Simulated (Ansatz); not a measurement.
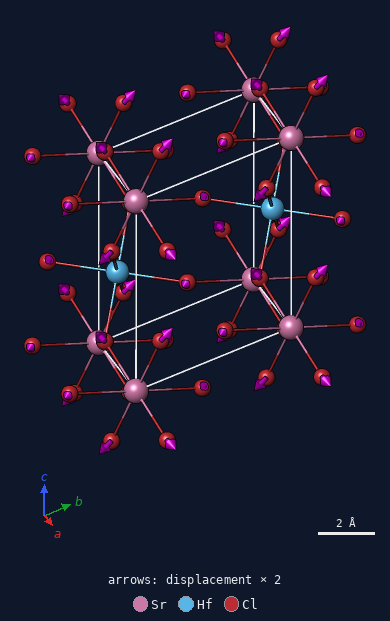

A relaxation of solid SrHfCl6 (built on the CuSnF6-2 type type). The starting structure is drawn; purple arrows show the displacements (the part carried along by the change of the cell is left out), magnified 2 times.

Style: ball-and-stick. Shown: the cell of the calculation, slightly off an axis.

Method: Ansatz, DFT, PBEsol, plane waves, PAW. Settings: plane-wave cutoff 420 eV; k-point mesh 4 × 4 × 4; occupations fermi dirac; smearing width 0.03 eV; no spin polarisation; cell and atoms relaxed; force threshold 0.01 eV/Å; at most 120 steps.

**Which element moves most?**

Chlorine: up to 0.37 Å, against 0.00 Å for hafnium.

**What happened in the run?**

The largest moves relative to the cell, 0.37 Å, are those of Cl atoms. Hf and Sr stay in place. The volume changes by −2.6 %, with a 6.527 → 6.549 Å (+0.3 %), b 6.594 → 6.553 Å (−0.6 %), c 7.060 → 7.149 Å (+1.3 %), α 63.6° → 62.8°, β 89.8° → 90.0°, γ 61.8° → 60.0°. Some distances before and after: Cl–Sr 2.519 → 2.890 Å, Cl–Hf 2.619 → 2.444 Å, Cl–Hf 2.548 → 2.444 Å, Cl–Sr 2.853 → 2.890 Å. Among the angles between lasting bonds that change: Sr–Cl–Hf 139.1° → 130.6°, Sr–Cl–Hf 137.5° → 130.5°, Cl–Sr–Cl 88.2° → 91.1°. The space group (tolerance 0.01 Å) goes from P-1 (No. 2) to R-3 (No. 148). After 7 accepted moves (8 points after the start) the energy has fallen by 1.985 eV per cell of the calculation. The largest force component goes from 2.4 to 0.00028 eV/Å. Pressure: 0.12 GPa at the start and 0.00 GPa at the end. At 1 point the geometry stayed and the basis and grid were re-selected for the new cell (energy shift of 0.3 meV per cell of the calculation at most each time). The run took 61 s on 4 threads of Arm Neoverse V1, with other jobs on the host, peak memory 0.8 GiB.
